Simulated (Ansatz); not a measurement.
Swapping H for CH3 on Ge: the HOMO–LUMO gap

Gas-phase molecules. On one Ge centre that keeps Cl, n of the H ligands are replaced by CH3. The HOMO–LUMO gap y in eV at wB97X-V/def2-TZVPP. Shapes: PBE0-D4/def2-TZVP. Programs: Ansatz 0.2.0.

```
   molecule  n  y (eV)
     GeH3Cl  0   13.04
GeH2(CH3)Cl  1   13.16
GeH(CH3)2Cl  2       ?
 Ge(CH3)3Cl  3   13.09
```

Q: Fit y = c + s·n to the known rows and predict GeH(CH3)2Cl.

A: 
1. Means of the 3 rows: n = 1.33333, y = 13.097.
2. Σ(Δn)² = 4.6667, Σ(Δn·Δy) = 0.043333, so the slope is 0.043333/4.6667 = 0.0092856.
3. Intercept: 13.097 − (0.0092856) × 1.33333 = 13.085. The largest residual of the fit is 0.066.
4. GeH(CH3)2Cl: 13.085 + (0.0092856) × 2 = 13.10 eV.

The run gave 13.34 eV, so the prediction is off by -0.24 eV, more than the largest residual. The steps per swap are uneven (+0.12, +0.18, -0.25), so a line is a poor model. Other levels give for GeH(CH3)2Cl: r2SCAN-D4/def2-TZVPP 7.21; BHLYP-D4/def2-TZVPP 10.97 eV. Orbital gaps aren't excitation energies, and the LUMO depends on the basis. Relativity is left out for Ge. The series isn't monotonic at this level.

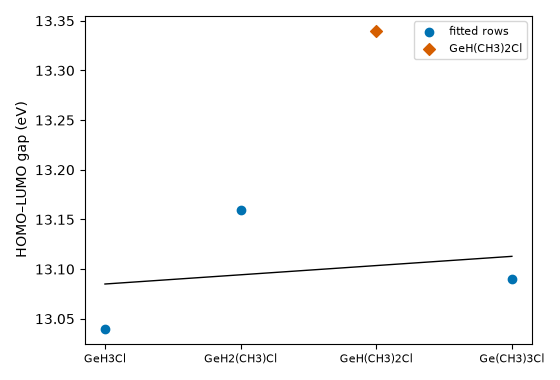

The fitted line, with the withheld member.
